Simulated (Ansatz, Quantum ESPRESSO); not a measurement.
**KSrCl3 (Pm-3m): Raman and infrared activity**

Wanted: vibrational spectra of KSrCl3 (Pm-3m) from linear and non-linear response.

Main program and level: Quantum ESPRESSO 8.0 development, patched; DFT LDA, scalar-relativistic, plane waves, PseudoDojo norm-conserving pseudopotentials.

The structure was built from a prototype and need not be the compound's stable phase.

### 1. Starting point

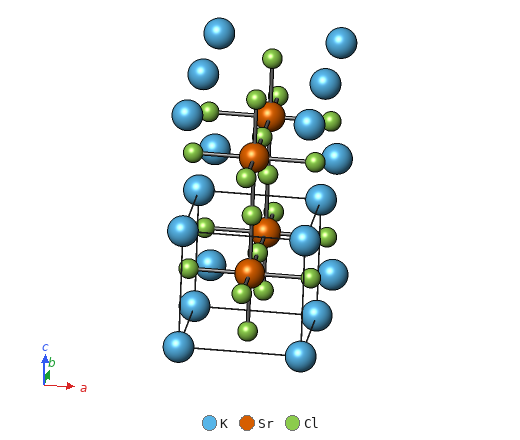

The cell as given, slightly off an axis (potassium blue, strontium orange, chlorine green). 1×2×2 cells are drawn. Some periodic images of atoms are drawn too.

### 2. A probe with smearing

Before anything dear is run, a loose run with smearing shows whether this is a metal and how far the cell is from rest.

Contents of probe.in:

```
 &control
    calculation='scf',
    prefix='x',
    outdir='./tmp',
    pseudo_dir='./pseudo',
    tprnfor=.true.,
    tstress=.true.,
    verbosity='high',
 /
 &system
    ibrav=1,
    celldm(1)=10.96154536,
    nat=5,
    ntyp=3,
    ecutwfc=64.0,
    occupations='smearing',
    smearing='gaussian',
    degauss=0.01,
 /
 &electrons
    conv_thr=1.0d-07,
    mixing_beta=0.7,
    electron_maxstep=100,
 /
ATOMIC_SPECIES
 K      39.0983  K.upf
 Sr     87.6200  Sr.upf
 Cl     35.4500  Cl.upf
ATOMIC_POSITIONS crystal
 K      0.000000000   0.000000000   0.000000000
 Sr     0.500000000   0.500000000   0.500000000
 Cl     0.500000000   0.500000000   0.000000000
 Cl     0.500000000   0.000000000   0.500000000
 Cl     0.000000000   0.500000000   0.500000000
K_POINTS automatic
 4 4 4 0 0 0
```

Command:

```sh
OMP_NUM_THREADS=1 mpirun -n 4 pw.x -nk 4 -in probe.in > probe.out
```

What it wrote:

```text
[banners, grids, parts of the stress and lines that vanish by symmetry left out]
Program PWSCF v.8.0dev
     bravais-lattice index     =            1
     lattice parameter (alat)  =      10.9615  a.u.
[...]
kinetic-energy cutoff     =      64.0000  Ry
     charge density cutoff     =     256.0000  Ry
     scf convergence threshold =      1.0E-07
[...]
Exchange-correlation= SLA-PW-NOGX-NOGC
                           (   1   4   0   0   0   0   0)
[...]
48 Sym. Ops., with inversion, found
[...]
(     0          1          0      )
                  (     0          0          1      )
[...]
(  0.0000000  1.0000000  0.0000000 )
                  (  0.0000000  0.0000000  1.0000000 )
[...]
(     0         -1          0      )
                  (     0          0          1      )
[...]
number of k points=    10  Gaussian smearing, width (Ry)=  0.0100
[...]
c_bands:  1 eigenvalues not converged
     c_bands: 1 eigenvalues not converged on the other pools
[...]
End of self-consistent calculation
[...]
the Fermi energy is     3.0155 ev
!    total energy              =    -227.55179788 Ry
[...]
convergence has been achieved in   7 iterations
[...]
atom    1 type  1   force =     0.00000000    0.00000000    0.00000000
     atom    2 type  2   force =     0.00000000    0.00000000    0.00000000
     atom    3 type  3   force =     0.00000000    0.00000000    0.00000000
     atom    4 type  3   force =     0.00000000    0.00000000    0.00000000
     atom    5 type  3   force =     0.00000000    0.00000000    0.00000000
[...]
Total force =     0.000000     Total SCF correction =     0.000000
[...]
total   stress  (Ry/bohr**3)                   (kbar)     P=      -30.37
[...]
XML data file, charge density, pseudopotentials, collected wavefunctions

   JOB DONE.
```

Elapsed: 14 s, on 4 MPI ranks of Arm Neoverse V1, shared host; 56 s of CPU time.

Read from the output:

```yaml
volume_per_atom: 39.03 Å³
pressure: -3.037 GPa
gap_on_the_k_mesh: 3.967 eV
```

A gap of 4.0 eV opens on this mesh, so the crystal is taken as an insulator; the start stands at -3.0 GPa.

### 3. Relaxing the cell and atoms

The harmonic expansion starts where the forces on the atoms vanish, and stress shifts the frequencies, so cell and atoms are relaxed with tight thresholds.

Contents of relax.in:

```
 &control
    calculation='vc-relax',
    prefix='x',
    outdir='./tmp',
    pseudo_dir='./pseudo',
    tprnfor=.true.,
    tstress=.true.,
    forc_conv_thr=2.0d-05,
    etot_conv_thr=1.0d-07,
    nstep=40,
 /
 &system
    ibrav=1,
    celldm(1)=10.96154536,
    nat=5,
    ntyp=3,
    ecutwfc=64.0,
    occupations='fixed',
    nbnd=22,
 /
 &electrons
    conv_thr=1.0d-11,
    mixing_beta=0.7,
    electron_maxstep=100,
 /
 &ions
 /
 &cell
    press_conv_thr=0.2,
 /
ATOMIC_SPECIES
 K      39.0983  K.upf
 Sr     87.6200  Sr.upf
 Cl     35.4500  Cl.upf
ATOMIC_POSITIONS crystal
 K      0.000000000   0.000000000   0.000000000
 Sr     0.500000000   0.500000000   0.500000000
 Cl     0.500000000   0.500000000   0.000000000
 Cl     0.500000000   0.000000000   0.500000000
 Cl     0.000000000   0.500000000   0.500000000
K_POINTS automatic
 4 4 4 0 0 0
```

Command:

```sh
OMP_NUM_THREADS=1 mpirun -n 4 pw.x -nk 4 -in relax.in > relax.out
```

What it wrote:

```text
[banners, grids, parts of the stress and lines that vanish by symmetry left out]
[banner, memory and clock lines left out]
Program PWSCF v.8.0dev

[...]
kinetic-energy cutoff     =      64.0000  Ry
     charge density cutoff     =     256.0000  Ry
     scf convergence threshold =      1.0E-11
[...]
energy convergence thresh.=      1.0E-07
     force convergence thresh. =      2.0E-05
     press convergence thresh. =      2.0E-01
     Exchange-correlation= SLA-PW-NOGX-NOGC
                           (   1   4   0   0   0   0   0)
[...]
48 Sym. Ops., with inversion, found
[...]
number of k points=    10
[...]
c_bands:  1 eigenvalues not converged
     c_bands: 1 eigenvalues not converged on the other pools
[...]
End of self-consistent calculation
[...]
highest occupied, lowest unoccupied level (ev):    -0.0657    3.9016
!    total energy              =    -227.55179789 Ry
[...]
convergence has been achieved in  10 iterations
[...]
atom    1 type  1   force =     0.00000000    0.00000000    0.00000000
     atom    2 type  2   force =     0.00000000    0.00000000    0.00000000
     atom    3 type  3   force =     0.00000000    0.00000000    0.00000000
     atom    4 type  3   force =     0.00000000    0.00000000    0.00000000
     atom    5 type  3   force =     0.00000000    0.00000000    0.00000000
     Total force =     0.000000     Total SCF correction =     0.000000
[...]
total   stress  (Ry/bohr**3)                   (kbar)     P=      -30.39
[...]
number of bfgs steps    =   0
[...]
CELL_PARAMETERS (alat= 10.96154536)
[...]
ATOMIC_POSITIONS (crystal)
K                0.0000000000        0.0000000000        0.0000000000
Sr               0.5000000000        0.5000000000        0.5000000000
Cl               0.5000000000        0.5000000000        0.0000000000
Cl               0.5000000000        0.0000000000        0.5000000000
[...]
New effective cutoffs (rho, wfc):  258.61   64.65
[...]
End of self-consistent calculation
[...]
highest occupied, lowest unoccupied level (ev):     0.0244    4.0176
!    total energy              =    -227.55586846 Ry
[...]
convergence has been achieved in   6 iterations
[...]
atom    1 type  1   force =     0.00000000    0.00000000    0.00000000
     atom    2 type  2   force =     0.00000000    0.00000000    0.00000000
     atom    3 type  3   force =     0.00000000    0.00000000    0.00000000
     atom    4 type  3   force =     0.00000000    0.00000000    0.00000000
     atom    5 type  3   force =     0.00000000    0.00000000    0.00000000
     Total force =     0.000000     Total SCF correction =     0.000000
[...]
total   stress  (Ry/bohr**3)                   (kbar)     P=      -28.56
[...]
number of bfgs steps    =   1
[...]
WARNING: bfgs curvature condition failed, Theta= 0.860
[...]
CELL_PARAMETERS (alat= 10.96154536)
[...]
ATOMIC_POSITIONS (crystal)
[...]
New effective cutoffs (rho, wfc):  262.69   65.67
[...]
End of self-consistent calculation
[...]
highest occupied, lowest unoccupied level (ev):     0.1642    4.1964
!    total energy              =    -227.56139910 Ry
[...]
convergence has been achieved in   8 iterations
[...]
atom    1 type  1   force =     0.00000000    0.00000000    0.00000000
[...]
highest occupied, lowest unoccupied level (ev):     1.0694    5.3338
!    total energy              =    -227.57632659 Ry
[...]
convergence has been achieved in   9 iterations
[...]
Total force =     0.000000     Total SCF correction =     0.000000
[...]
total   stress  (Ry/bohr**3)                   (kbar)     P=        2.02
[...]
number of bfgs steps    =   5
[...]
New effective cutoffs (rho, wfc):  286.21   71.55
[...]
highest occupied, lowest unoccupied level (ev):     1.0116    5.2620
!    total energy              =    -227.57638306 Ry
[...]
convergence has been achieved in   7 iterations
[...]
Total force =     0.000000     Total SCF correction =     0.000000
[...]
total   stress  (Ry/bohr**3)                   (kbar)     P=       -0.15
[...]
number of bfgs steps    =   6
[...]
New effective cutoffs (rho, wfc):  286.31   71.58
[...]
highest occupied, lowest unoccupied level (ev):     1.0155    5.2669
!    total energy              =    -227.57638336 Ry
[...]
convergence has been achieved in   6 iterations
[...]
Total force =     0.000000     Total SCF correction =     0.000000
[...]
total   stress  (Ry/bohr**3)                   (kbar)     P=       -0.00
[...]
number of bfgs steps    =   7
[...]
small trust_radius: resetting bfgs history
[...]
CELL_PARAMETERS (alat= 10.96154536)
[...]
ATOMIC_POSITIONS (crystal)
[...]
New effective cutoffs (rho, wfc):  286.31   71.58
[...]
End of self-consistent calculation
[...]
highest occupied, lowest unoccupied level (ev):     1.0155    5.2669
!    total energy              =    -227.57638336 Ry
[...]
convergence has been achieved in   2 iterations
[...]
atom    3 type  3   force =     0.00000000    0.00000000    0.00000000
     atom    4 type  3   force =     0.00000000    0.00000000    0.00000000
     atom    5 type  3   force =     0.00000000    0.00000000    0.00000000
     Total force =     0.000000     Total SCF correction =     0.000000
[...]
total   stress  (Ry/bohr**3)                   (kbar)     P=       -0.00
[...]
bfgs converged in   9 scf cycles and   8 bfgs steps
[...]
End of BFGS Geometry Optimization
     Final enthalpy           =    -227.5763833630 Ry
     File ./tmp/x.bfgs deleted, as requested
[...]
CELL_PARAMETERS (alat= 10.96154536)
[...]
ATOMIC_POSITIONS (crystal)
[...]
Cl               0.5000000000        0.0000000000        0.5000000000
Cl               0.0000000000        0.5000000000        0.5000000000
[...]
Final scf calculation at the relaxed structure.
[...]
kinetic-energy cutoff     =      64.0000  Ry
     charge density cutoff     =     256.0000  Ry
     scf convergence threshold =      1.0E-13
[...]
press convergence thresh. =      2.0E-01
     Exchange-correlation= SLA-PW-NOGX-NOGC
                           (   1   4   0   0   0   0   0)
[...]
48 Sym. Ops., with inversion, found
[...]
number of k points=    10
[...]
c_bands: 1 eigenvalues not converged on the other pools
[...]
End of self-consistent calculation
[...]
highest occupied, lowest unoccupied level (ev):     1.0155    5.2669
!    total energy              =    -227.57619018 Ry
[...]
convergence has been achieved in  12 iterations
[...]
atom    1 type  1   force =     0.00000000    0.00000000    0.00000000
     atom    2 type  2   force =     0.00000000    0.00000000    0.00000000
     atom    3 type  3   force =     0.00000000    0.00000000    0.00000000
     atom    4 type  3   force =     0.00000000    0.00000000    0.00000000
     atom    5 type  3   force =     0.00000000    0.00000000    0.00000000
     Total force =     0.000000     Total SCF correction =     0.000000
[...]
total   stress  (Ry/bohr**3)                   (kbar)     P=       -0.35
[...]
XML data file, charge density, pseudopotentials, collected wavefunctions
```

The job ended after 2 min (4 MPI ranks; 8 min of CPU time).

Step by step:

```
step  energy less that of the first step (eV)  largest force (eV/Å)  pressure (GPa)  volume (Å³)
   1                                   0.0000                0.0000           -3.04       195.17
   2                                  -0.0554                0.0000           -2.86       192.16
   3                                  -0.1306                0.0000           -2.55       187.71
   4                                  -0.2241                0.0000           -2.00       181.16
   5                                  -0.3139                0.0000           -0.96       171.62
   6                                  -0.3337                0.0000            0.20       163.73
   7                                  -0.3345                0.0000           -0.01       165.06
   8                                  -0.3345                0.0000            0.00       164.97
   9                                  -0.3345                0.0000            0.00       164.97
  10                                  -0.3319                0.0000           -0.03       164.97
```

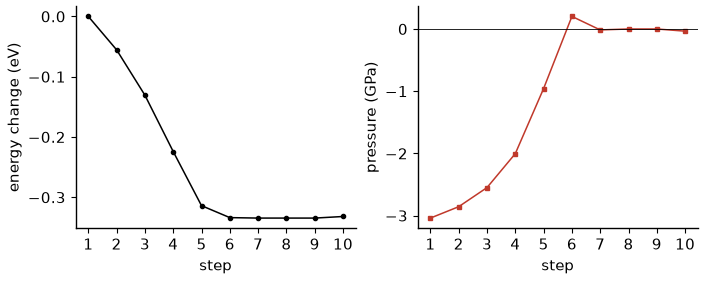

Energy and pressure along the relaxation.

```
conventional cell, symmetrised  before  after   change
                         a (Å)   5.801  5.484   -5.5 %
                         b (Å)   5.801  5.484   -5.5 %
                         c (Å)   5.801  5.484   -5.5 %
              volume (Å³/atom)   39.03  32.99  -15.5 %
```

Final coordinates:

```
K Sr Cl
1.0
     5.48444    0.00000    0.00000
     0.00000    5.48444    0.00000
     0.00000    0.00000    5.48444
K Sr Cl
1 1 3
Direct
  0.00000 0.00000 0.00000
  0.50000 0.50000 0.50000
  0.50000 0.50000 0.00000
  0.50000 0.00000 0.50000
  0.00000 0.50000 0.50000
```

The last row of the table of steps is pw.x's closing run on a basis chosen anew for the final cell, so its energy can jump.

Numbers from this step:

```yaml
volume_per_atom: 32.99 Å³
pressure: -0.03500 GPa
gap_on_the_k_mesh: 4.251 eV
```

The volume changes by -15.5 % from the cell with which this run began.

### 4. Ground state

The response is built on this ground state, so it is converged far tighter than an energy would need. With a gap, occupations are fixed, which also allows the response to an electric field.

Contents of scf.in:

```
 &control
    calculation='scf',
    prefix='x',
    outdir='./tmp',
    pseudo_dir='./pseudo',
    tprnfor=.true.,
    tstress=.true.,
 /
 &system
    ibrav=1,
    celldm(1)=10.3640815,
    nat=5,
    ntyp=3,
    ecutwfc=64.0,
    occupations='fixed',
    nbnd=22,
 /
 &electrons
    conv_thr=1.0d-12,
    mixing_beta=0.7,
    electron_maxstep=100,
 /
ATOMIC_SPECIES
 K      39.0983  K.upf
 Sr     87.6200  Sr.upf
 Cl     35.4500  Cl.upf
ATOMIC_POSITIONS crystal
 K      0.000000000   0.000000000   0.000000000
 Sr     0.500000000   0.500000000   0.500000000
 Cl     0.500000000   0.500000000   0.000000000
 Cl     0.500000000   0.000000000   0.500000000
 Cl     0.000000000   0.500000000   0.500000000
K_POINTS automatic
 4 4 4 0 0 0
```

Command:

```sh
OMP_NUM_THREADS=1 mpirun -n 4 pw.x -nk 4 -in scf.in > scf.out
```

What it wrote:

```text
[banners, grids, parts of the stress and lines that vanish by symmetry left out]
[banner, memory and clock lines left out]
Program PWSCF v.8.0dev

[...]
kinetic-energy cutoff     =      64.0000  Ry
     charge density cutoff     =     256.0000  Ry
     scf convergence threshold =      1.0E-12
[...]
Exchange-correlation= SLA-PW-NOGX-NOGC
                           (   1   4   0   0   0   0   0)
[...]
48 Sym. Ops., with inversion, found
[...]
number of k points=    10
[...]
c_bands: 1 eigenvalues not converged on the other pools
[...]
End of self-consistent calculation
[...]
highest occupied, lowest unoccupied level (ev):     1.0155    5.2669
!    total energy              =    -227.57619018 Ry
[...]
convergence has been achieved in  11 iterations
[...]
atom    1 type  1   force =     0.00000000    0.00000000    0.00000000
     atom    2 type  2   force =     0.00000000    0.00000000    0.00000000
     atom    3 type  3   force =     0.00000000    0.00000000    0.00000000
     atom    4 type  3   force =     0.00000000    0.00000000    0.00000000
     atom    5 type  3   force =     0.00000000    0.00000000    0.00000000
     Total force =     0.000000     Total SCF correction =     0.000000
[...]
total   stress  (Ry/bohr**3)                   (kbar)     P=       -0.35
[...]
XML data file, charge density, pseudopotentials, collected wavefunctions
```

The job ended after 18 s (4 MPI ranks).

The cell stands at -0.035 GPa, close enough for phonons.

(Continued in part 2 of 3.)

[Host names and launcher messages were left out of these logs when they were recorded.]

[Logs are printed without paths, hosts, clocks, repeated set-up lines and the standing remarks that a program may print on its own settings, such as how far it seeks lower states.]

[Hosts, paths, dates, database ids (printed as entryN), source tags and the programs' standing remarks are cut or masked in the printed files.]
